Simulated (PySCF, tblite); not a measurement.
# C₆H₉BP radical: geometry, infrared bands and EPR parameters

Aim: predict the infrared bands and EPR parameters of C₆H₉BP radical (`C=CB(P)C1=CC[CH]1`).

The runs use tblite 0.8.0 and PySCF 2.14.0, with density-fitted response routines of our own; the level of theory stands in each step. All values are computed, except where a source is named. Atoms are numbered from 0 throughout.

**1. Starting geometry**

17 atoms, charge 0, multiplicity 2; geometry from: force field or distance geometry start.

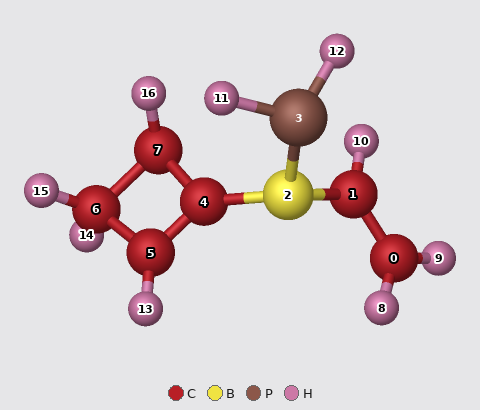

As it starts; carbon red, boron yellow, phosphorus brown, hydrogen pink, atoms numbered.

**2. Geometry optimisation with GFN2-xTB**

What the job is given:

```
{"job": {"kind": "relax", "xc": "GFN2-xTB", "basis": "xTB"}, "charge": 0, "multiplicity": 2}
C     -2.716800     1.137100     0.418000
C     -1.891100     0.352100    -0.246000
B     -0.831500    -0.513400     0.587400
P     -0.900000    -2.435800     0.348300
C      0.616100     0.083300     0.518800
C      1.409200     0.572400     1.386900
C      2.468300     0.842900     0.415200
C      1.548700     0.278300    -0.594900
H     -2.640600     1.151900     1.499600
H     -3.440200     1.721300    -0.136100
H     -1.885000     0.255800    -1.325300
H      0.430400    -2.992000     0.559900
H     -1.386900    -2.692000    -0.982100
H      1.349800     0.737100     2.476900
H      2.624800     1.939400     0.170900
H      3.425700     0.295500     0.572600
H      1.812100    -0.721800    -1.030600
```

Command:

```sh
$ OMP_NUM_THREADS=1 python probes_run.py task.json out
```

One launch serves the whole session: the jobs run in the order shown.

Log:

```text
step      E/eV     max force
  0    -569.34163    6.005
  1    -569.85899    4.659
  2    -570.31348    2.084
  3    -570.70576    2.224
  4    -570.87226    1.791
  5    -570.97937    0.778
  6    -571.02552    0.769
  7    -571.07564    0.941
  8    -571.10999    0.700
  9    -571.13427    0.427
 10    -571.15621    0.503
 11    -571.18369    0.721
 12    -571.20626    0.546
 13    -571.22231    0.380
 14    -571.23414    0.302
 15    -571.24528    0.421
 16    -571.25418    0.333
 17    -571.25903    0.299
 18    -571.26267    0.185
 19    -571.26548    0.180
 20    -571.26955    0.195
 21    -571.27283    0.202
 22    -571.27816    0.210
 23    -571.28350    0.234
 24    -571.28878    0.171
 25    -571.29317    0.188
 26    -571.29755    0.169
 27    -571.30206    0.218
 28    -571.30617    0.178
 29    -571.30939    0.115
 30    -571.31240    0.122
 31    -571.31600    0.203
 32    -571.32029    0.241
 33    -571.32443    0.179
 34    -571.32724    0.098
 35    -571.32888    0.099
 36    -571.33030    0.102
 37    -571.33224    0.117
 38    -571.33492    0.139
 39    -571.33773    0.132
 40    -571.34005    0.143
 41    -571.34219    0.119
 42    -571.34424    0.086
 43    -571.34630    0.095
 44    -571.34799    0.103
 45    -571.34968    0.097
 46    -571.35168    0.108
 47    -571.35412    0.112
 48    -571.35625    0.116
 49    -571.35774    0.086
 50    -571.35870    0.075
 51    -571.35960    0.076
 52    -571.36039    0.088
 53    -571.36093    0.058
 54    -571.36121    0.036
 55    -571.36141    0.037
 56    -571.36164    0.042
 57    -571.36194    0.045
 58    -571.36222    0.037
 59    -571.36242    0.031
 60    -571.36256    0.024
 61    -571.36271    0.033
 62    -571.36287    0.031
 63    -571.36301    0.030
 64    -571.36311    0.025
 65    -571.36320    0.023
 66    -571.36330    0.022
 67    -571.36340    0.021
 68    -571.36348    0.019
 69    -571.36355    0.024
 70    -571.36363    0.032
 71    -571.36372    0.029
 72    -571.36381    0.019
 73    -571.36387    0.020
 74    -571.36393    0.018
 75    -571.36400    0.019
 76    -571.36407    0.019
 77    -571.36413    0.019
 78    -571.36418    0.023
 79    -571.36424    0.026
 80    -571.36434    0.030
 81    -571.36449    0.041
 82    -571.36468    0.047
 83    -571.36489    0.036
 84    -571.36512    0.046
 85    -571.36539    0.052
 86    -571.36575    0.064
 87    -571.36619    0.080
 88    -571.36661    0.065
 89    -571.36689    0.033
 90    -571.36706    0.046
 91    -571.36725    0.039
 92    -571.36749    0.047
 93    -571.36782    0.044
 94    -571.36812    0.037
 95    -571.36839    0.037
 96    -571.36868    0.056
 97    -571.36921    0.072
 98    -571.36989    0.092
 99    -571.37061    0.095
100    -571.36976    0.151
101    -571.37196    0.068
102    -571.37251    0.064
103    -571.37343    0.063
104    -571.37442    0.092
105    -571.37528    0.101
106    -571.37620    0.151
107    -571.37799    0.102
108    -571.38111    0.154
109    -571.38618    0.204
110    -571.38805    0.314
111    -571.39266    0.371
112    -571.39823    0.411
113    -571.40215    0.171
114    -571.40720    0.248
115    -571.41170    0.192
116    -571.42107    0.177
117    -571.42510    0.278
118    -571.42471    0.330
119    -571.42981    0.129
120    -571.43045    0.180
121    -571.43148    0.064
122    -571.43241    0.067
123    -571.43312    0.058
124    -571.43391    0.059
125    -571.43449    0.055
126    -571.43513    0.054
127    -571.43582    0.084
128    -571.43679    0.096
129    -571.43810    0.092
130    -571.43991    0.114
131    -571.44230    0.145
132    -571.44526    0.166
133    -571.44813    0.125
134    -571.45032    0.110
135    -571.45161    0.085
136    -571.45272    0.094
137    -571.45361    0.122
138    -571.45436    0.080
139    -571.45482    0.055
140    -571.45520    0.039
141    -571.45546    0.052
142    -571.45569    0.044
143    -571.45597    0.059
144    -571.45632    0.063
145    -571.45686    0.079
146    -571.45767    0.089
147    -571.45867    0.079
148    -571.45946    0.064
149    -571.45998    0.056
150    -571.46040    0.049
151    -571.46088    0.052
152    -571.46145    0.062
153    -571.46199    0.067
154    -571.46236    0.050
155    -571.46257    0.031
156    -571.46272    0.027
157    -571.46286    0.025
158    -571.46300    0.025
159    -571.46314    0.026
160    -571.46324    0.027
161    -571.46331    0.019
162    -571.46334    0.012
163    -571.46337    0.012
164    -571.46340    0.016
165    -571.46345    0.019
166    -571.46352    0.025
167    -571.46363    0.031
168    -571.46376    0.032
169    -571.46395    0.045
170    -571.46421    0.066
171    -571.46461    0.077
172    -571.46518    0.069
173    -571.46597    0.092
174    -571.46704    0.119
175    -571.46849    0.165
176    -571.46955    0.206
177    -571.47198    0.128
178    -571.47392    0.091
179    -571.47499    0.143
180    -571.47659    0.104
181    -571.47867    0.128
182    -571.48017    0.085
183    -571.47951    0.183
184    -571.48129    0.116
185    -571.48195    0.059
186    -571.48285    0.101
187    -571.48396    0.237
188    -571.48626    0.114
189    -571.48918    0.121
190    -571.49269    0.108
191    -571.49170    0.263
192    -571.49131    0.482
193    -571.49423    0.266
194    -571.49902    0.077
195    -571.50094    0.169
196    -571.50497    0.163
197    -571.50966    0.294
198    -571.50206    0.702
199    -571.50207    0.780
200    -571.48342    1.480
201    -571.51288    0.103
202    -571.51316    0.333
203    -571.51643    0.183
204    -571.51767    0.122
205    -571.51970    0.112
206    -571.52312    0.155
207    -571.52455    0.089
208    -571.52502    0.204
209    -571.52534    0.160
210    -571.52592    0.158
211    -571.52690    0.060
212    -571.52724    0.084
213    -571.52776    0.073
214    -571.52816    0.046
215    -571.52833    0.040
216    -571.52853    0.030
217    -571.52878    0.044
218    -571.52888    0.043
219    -571.52907    0.061
220    -571.52932    0.049
221    -571.52966    0.067
222    -571.52997    0.045
223    -571.53028    0.064
224    -571.53055    0.049
225    -571.53098    0.053
226    -571.53147    0.077
227    -571.53200    0.079
228    -571.53277    0.069
229    -571.53385    0.095
230    -571.53481    0.191
231    -571.53362    0.529
232    -571.53840    0.193
233    -571.53587    0.374
234    -571.54166    0.077
235    -571.54350    0.135
236    -571.54515    0.367
237    -571.54807    0.095
238    -571.54950    0.079
239    -571.55085    0.223
240    -571.55218    0.098
241    -571.55298    0.080
242    -571.55380    0.058
243    -571.55411    0.076
244    -571.55443    0.060
245    -571.55475    0.036
246    -571.55490    0.037
247    -571.55517    0.049
248    -571.55544    0.060
249    -571.55558    0.048
250    -571.55569    0.038
251    -571.55580    0.031
252    -571.55595    0.041
253    -571.55614    0.034
254    -571.55626    0.023
255    -571.55635    0.023
256    -571.55643    0.022
257    -571.55651    0.020
258    -571.55661    0.023
259    -571.55671    0.025
260    -571.55681    0.024
261    -571.55689    0.018
262    -571.55694    0.018
263    -571.55700    0.025
264    -571.55707    0.030
265    -571.55714    0.034
266    -571.55723    0.031
267    -571.55732    0.028
268    -571.55739    0.020
269    -571.55746    0.023
270    -571.55752    0.021
271    -571.55759    0.016
272    -571.55765    0.018
273    -571.55769    0.019
274    -571.55774    0.017
275    -571.55779    0.021
276    -571.55784    0.021
277    -571.55789    0.015
278    -571.55791    0.014
279    -571.55792    0.012
280    -571.55793    0.009
```

Run time: 1.7 s. Hardware: 1 thread of Arm Neoverse V2, shared host.

The steps of the relaxation: (not every step is listed)

| step | energy from step 0 (eV) | largest force (eV/Å) |
| --- | --- | --- |
| 0 | 0.0000 | 6.0055 |
| 1 | -0.5174 | 4.6589 |
| 2 | -0.9719 | 2.0845 |
| 3 | -1.3641 | 2.2244 |
| 4 | -1.5306 | 1.7906 |
| 5 | -1.6377 | 0.7779 |
| 6 | -1.6839 | 0.7685 |
| 7 | -1.7340 | 0.9406 |
| 8 | -1.7684 | 0.6998 |
| 34 | -1.9856 | 0.0983 |
| 60 | -2.0209 | 0.0243 |
| 86 | -2.0241 | 0.0640 |
| 112 | -2.0566 | 0.4111 |
| 138 | -2.1127 | 0.0802 |
| 164 | -2.1218 | 0.0160 |
| 190 | -2.1511 | 0.1076 |
| 216 | -2.1869 | 0.0300 |
| 242 | -2.2122 | 0.0577 |
| 268 | -2.2158 | 0.0198 |
| 275 | -2.2162 | 0.0210 |
| 276 | -2.2162 | 0.0205 |
| 277 | -2.2163 | 0.0146 |
| 278 | -2.2163 | 0.0136 |
| 279 | -2.2163 | 0.0116 |
| 280 | -2.2163 | 0.0090 |

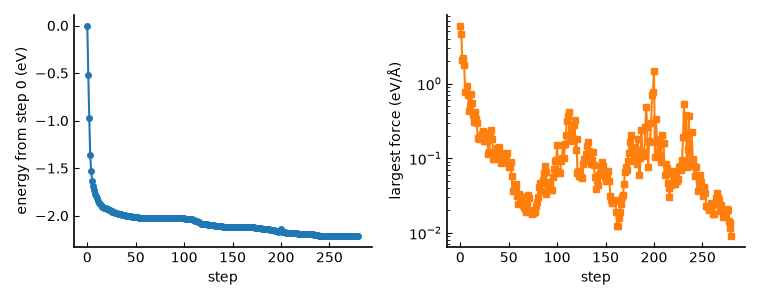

Energy and force, step by step.

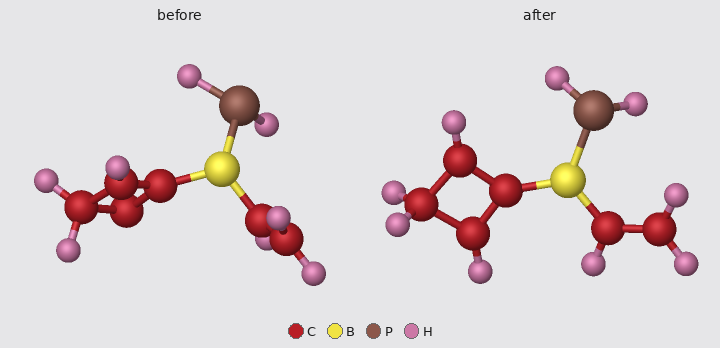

The geometry before (left) and after (right).

Close pairs (by a distance rule), those that changed most:

| bond | before (Å) | after (Å) | change (Å) |
| --- | --- | --- | --- |
| C4–C5 | 1.274 | 1.405 | +0.131 |
| P3–H11 | 1.457 | 1.382 | -0.075 |
| C4–C7 | 1.466 | 1.405 | -0.061 |
| P3–H12 | 1.440 | 1.382 | -0.057 |
| C1–B2 | 1.602 | 1.550 | -0.052 |
| C7–H16 | 1.122 | 1.071 | -0.051 |
| B2–P3 | 1.938 | 1.891 | -0.047 |
| C5–C6 | 1.463 | 1.510 | +0.047 |

The next job starts from the end point, and lists it.

**3. Infrared spectrum with GFN2-xTB**

What the job is given:

```
{"job": {"kind": "ir", "xc": "GFN2-xTB", "basis": "xTB"}, "charge": 0, "multiplicity": 2}
C     -3.023605     0.414167    -0.274610
C     -1.713247     0.401420    -0.514826
B     -0.672650    -0.343871     0.359069
P     -1.208906    -1.708549     1.553636
C      0.797940     0.120422     0.366814
C      1.893967    -0.131905     1.208289
C      2.798020     0.753572     0.385190
C      1.563133     0.960807    -0.458445
H     -3.442004    -0.136693     0.556271
H     -3.726747     0.978631    -0.868211
H     -1.354382     0.989436    -1.354013
H     -0.126183    -2.557486     1.423908
H     -2.031859    -2.444441     0.721615
H      2.045999    -0.690843     2.110478
H      3.176723     1.643511     0.890538
H      3.631398     0.249912    -0.107393
H      1.385405     1.513941    -1.358758
```

Log:

```text
mode    cm-1     km/mol
  1      38.5      0.45
  2      74.4      0.90
  3     102.9      0.52
  4     142.5      4.75
  5     143.7      0.28
  6     205.8      3.71
  7     277.2      3.61
  8     321.2      0.44
  9     377.6      7.17
 10     436.0      5.02
 11     467.6     38.45
 12     526.4     37.94
 13     553.1     15.48
 14     562.9     10.81
 15     672.8     71.96
 16     712.8     10.82
 17     844.7     69.23
 18     914.3      0.07
 19     922.7     10.39
 20     946.2     22.72
 21     953.4      2.36
 22     969.9     17.03
 23    1017.8      0.03
 24    1030.7     12.12
 25    1062.5     41.75
 26    1094.9     18.70
 27    1116.1     47.33
 28    1141.7     31.58
 29    1179.5      4.16
 30    1221.2      1.39
 31    1237.8     13.99
 32    1292.1      1.94
 33    1409.7      7.42
 34    1431.4     28.92
 35    1513.7    127.04
 36    1638.2     37.82
 37    2310.2    103.52
 38    2398.0    138.52
 39    2952.5     27.30
 40    2975.6     68.66
 41    3018.1     39.95
 42    3059.6     27.97
 43    3086.4     66.90
 44    3136.0     44.63
 45    3149.3      5.37
```

Run time: 0.51 s. Hardware: 1 thread of Arm Neoverse V2, shared host.

The strongest bands and the atoms that carry them (share of the mass-weighted mode):

| cm⁻¹ | km/mol | atoms |
| --- | --- | --- |
| 673 | 72.0 | H12 35 %, B2 33 % |
| 845 | 69.2 | B2 42 %, C6 10 % |
| 1116 | 47.3 | B2 35 %, C7 14 % |
| 1514 | 127.0 | C4 56 %, C7 14 %, C5 14 % |
| 2310 | 103.5 | H12 52 %, H11 45 % |
| 2398 | 138.5 | H11 52 %, H12 45 % |
| 2976 | 68.7 | H14 50 %, H15 46 % |
| 3086 | 66.9 | H9 71 %, H8 17 % |

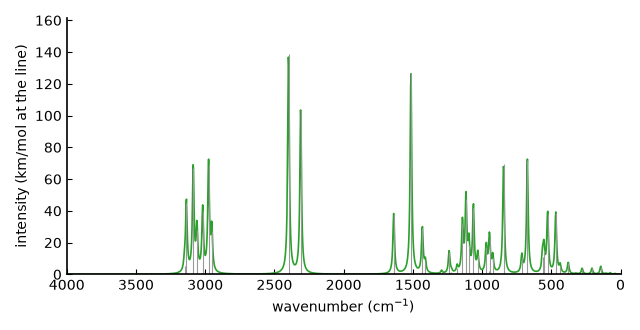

The infrared spectrum from these modes, unscaled. Lines are broadened to a width of 14 cm⁻¹ (Lorentzian).

**4. g tensor and hyperfine couplings: B3LYP/pcH-1**

The job, as its differences from that of step 3:

```diff
@@ -1,2 +1,2 @@
-{"job": {"kind": "ir", "xc": "GFN2-xTB", "basis": "xTB"}, "charge": 0, "multiplicity": 2}
+{"job": {"kind": "epr", "basis": "pcH-1"}, "charge": 0, "multiplicity": 2}
 C     -3.023605     0.414167    -0.274610
```

Level: UKS B3LYP, pcH-1 on B C H P, non-relativistic, mean-field spin-orbit, GIAO.

Log:

```text
UKS, coarse grid
  cycle   1  E = -600.10338846  |g| = 3.36e-01
  cycle   2  E = -600.07631319  |g| = 3.97e-01
  cycle   3  E = -600.16206863  |g| = 8.11e-02
  cycle   4  E = -600.16463476  |g| = 4.98e-02
  cycle   5  E = -600.16598136  |g| = 8.97e-03
  cycle   6  E = -600.16605258  |g| = 5.76e-03
  cycle   7  E = -600.16608168  |g| = 2.46e-03
  cycle   8  E = -600.16608735  |g| = 1.65e-03
  cycle   9  E = -600.16608964  |g| = 4.16e-04
UKS, final grid
  cycle   1  E = -600.16609072  |g| = 6.70e-04
  cycle   2  E = -600.16609017  |g| = 1.23e-03
  cycle   3  E = -600.16609097  |g| = 7.98e-05
  cycle   4  E = -600.16609098  |g| = 3.49e-05
  cycle   5  E = -600.16609098  |g| = 2.50e-05
E = -600.16609098 Eh   <S^2> = 0.7855 (exact 0.7500)
g shifts (ppm)      1          2          3
  rmc          -140       -140       -140
  gc             -2         22         31
  oz_so          -8        347        609
  total        -151        229        500
hyperfine (MHz)  atom isotope    a_iso     a_fc   dipolar eigenvalues
    0   13C      -0.62      -0.62     -1.69      0.66      1.03
    1   13C      -0.50      -0.50     -0.54     -0.01      0.55
    2   11B       3.46       3.47     -2.67      0.96      1.70
    3   31P     -16.51     -16.56     -8.47      3.91      4.56
    4   13C     -42.55     -42.57    -25.75     11.63     14.12
    5   13C      67.45      67.53    -55.35    -53.31    108.66
    6   13C     -31.05     -31.06     -2.18      0.54      1.64
    7   13C      65.92      66.00    -53.76    -51.60    105.36
    8    1H       0.62       0.62     -0.70     -0.32      1.02
    9    1H       0.66       0.66     -0.46     -0.31      0.77
   10    1H      -0.57      -0.57     -1.64     -1.31      2.95
   11    1H      -2.94      -2.94     -1.76     -1.44      3.21
   12    1H      -1.95      -1.95     -0.61     -0.43      1.04
   13    1H     -46.91     -46.92    -27.62     -0.08     27.69
   14    1H      22.04      22.04     -6.04     -0.66      6.71
   15    1H      22.12      22.12     -6.02     -0.68      6.70
   16    1H     -45.68     -45.69    -26.88     -0.10     26.98
```

It took 1.7 min on 1 thread of Arm Neoverse V2, shared host; peak memory 0.96 GiB.

Principal g values 2.00217, 2.00255, 2.00282; g(iso) = 2.00251, against 2.00232 for a free electron.

Mean a(iso) over the nuclei that a row names, and the largest dipolar term of the row (other rows stand at the frozen geometry):

| nuclei | isotope | a(iso) (MHz) | a(iso) (G, at g = 2.0023) | largest dipolar term (MHz) |
| --- | --- | --- | --- | --- |
| C5 | 13C | 67.5 | 24.1 | 108.7 |
| C7 | 13C | 65.9 | 23.5 | 105.4 |
| H13 | 1H | -46.9 | -16.7 | 27.7 |
| H16 | 1H | -45.7 | -16.3 | 27.0 |
| C4 | 13C | -42.6 | -15.2 | -25.8 |
| C6 | 13C | -31.1 | -11.1 | -2.2 |
| H14, H15 | 1H | 22.1 | 7.9 | 6.7 |
| P3 | 31P | -16.5 | -5.9 | -8.5 |
| B2 | 11B | 3.5 | 1.2 | -2.7 |
| H11, H12 | 1H | -2.4 | -0.9 | 3.2 |
| H9 | 1H | 0.7 | 0.2 | 0.8 |
| C0 | 13C | -0.6 | -0.2 | -1.7 |
| H8 | 1H | 0.6 | 0.2 | 1.0 |
| H10 | 1H | -0.6 | -0.2 | 2.9 |

Mulliken spin populations:

C0 -0.01; C1 0.01; B2 -0.01; P3 -0.01; C4 -0.25; C5 0.71; C6 -0.08; C7 0.69; H8 0.00; H9 0.00; H10 0.00; H11 0.00; H12 0.00; H13 -0.03; H14 0.01; H15 0.01; H16 -0.03

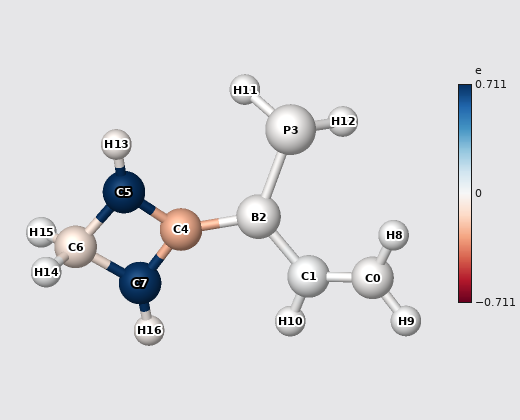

Mulliken spin populations, as colours on the atoms.

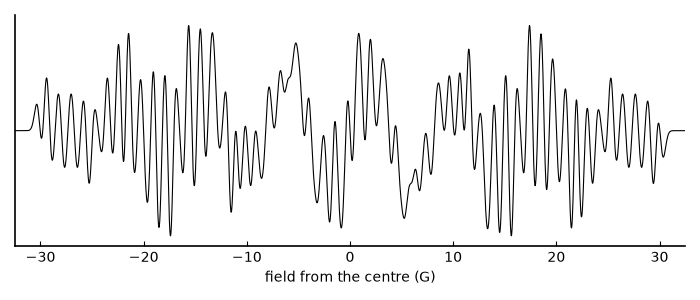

First-order isotropic spectrum (first derivative, main isotopes with spin only, couplings over 0.8 MHz, Gaussian width 0.3 G; couplings of the frozen geometry, rotation of groups not averaged beyond the rows shown).

Orbitals, density, ELF and potential are computed afterwards from the orbital file.

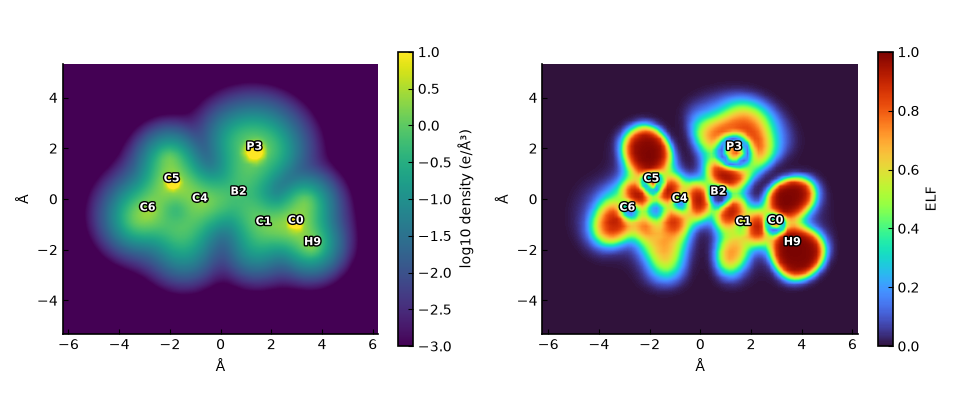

Density (left) and ELF (right) in a plane through or near 8 of the atoms.

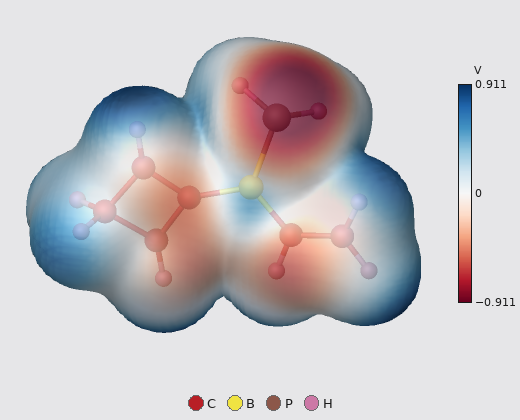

Electrostatic potential on the surface of density 0.002 e/bohr³; red is low, blue high. It runs from -0.91 V near P3 to 0.87 V near H16.

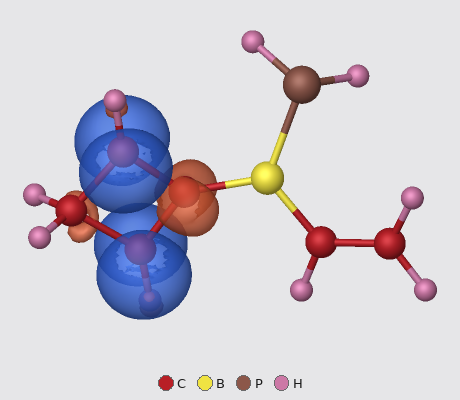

Spin density at ±0.03 e/Å³ (alpha excess blue, beta excess red).

**5. Results**

```
                                                                  quantity                  value
                                 strongest single infrared mode (GFN2-xTB)  2398 cm⁻¹, 139 km/mol
                                              zero-point energy (GFN2-xTB)          78.1 kcal/mol
                                                            g(iso) (B3LYP)                2.00251
                                                                      ⟨S²⟩     0.786 (exact 0.75)
                                        largest a(iso) (averaged by class)    13C on C5, 67.5 MHz
potential on the surface of density 0.002 e/bohr³, 1st and 99th percentile     -0.91 V and 0.87 V
```

In words: The optimisation took 280 steps and gained 2.216 eV; among the close pairs (by a distance rule), C4–C5 changed most, from 1.274 to 1.405 Å. No mode is imaginary among the 45: a minimum at this level. The strongest single mode, at 2398 cm⁻¹, moves mainly H11 and H12. Unscaled tight-binding wavenumbers are off by several per cent, some by more. Its intensities can rank the bands wrongly. The largest spin populations lie on C5 (0.71 e), C7 (0.69 e). The isotropic g lies 0.2 ppt above the free-electron value. These values are for one conformer; the search (at its own cheap level) found 2 more, at 0.42, 3.79 kcal/mol, and measured spectra average over such forms.
